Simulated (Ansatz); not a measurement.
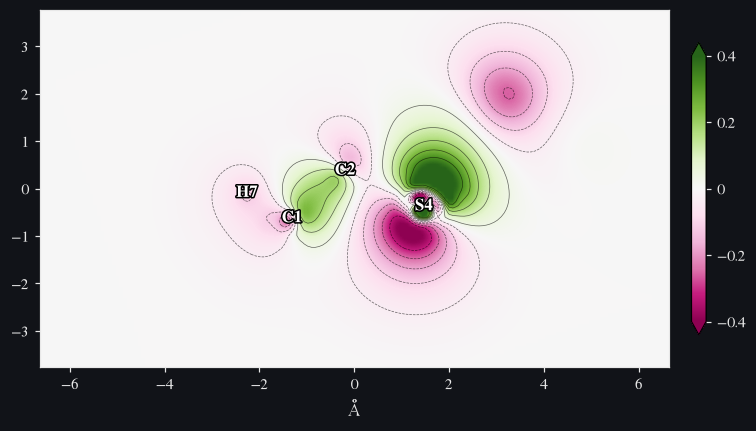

Figure. C2H7FOSSi. The HOMO−1 on the plane of atoms C2, C1 and H7 (values in Å⁻³ᐟ²; the overall sign is arbitrary).

These are results of RKS BHLYP/6-31G* in Ansatz 0.2.0, not measurements.

```csv
atom,x (Å),y (Å),z (Å)
C,-0.4081,-2.4502,0.1504
C,0.1381,-1.0886,-0.1812
F,0.5774,-1.0757,-1.4747
S,-1.1189,0.2492,-0.1208
Si,0.6418,2.3682,0.0527
O,-0.4336,3.3610,0.8671
H,0.3828,-3.1851,0.0242
H,-1.2304,-2.7000,-0.5118
H,-0.7554,-2.4909,1.1786
H,0.9644,-0.7987,0.4580
H,0.2167,2.6892,-1.3794
H,-1.3422,0.1966,1.1947
H,-1.0744,3.8332,0.3373
```

Q: Where does this orbital lie, and at what energy?

A: By Hirshfeld shares it lies mainly on S4 (about 50 %), O6 (about 15 %), Si5 (about 10 %) and H11 (about 10 %). Its energy is −9.13 eV.
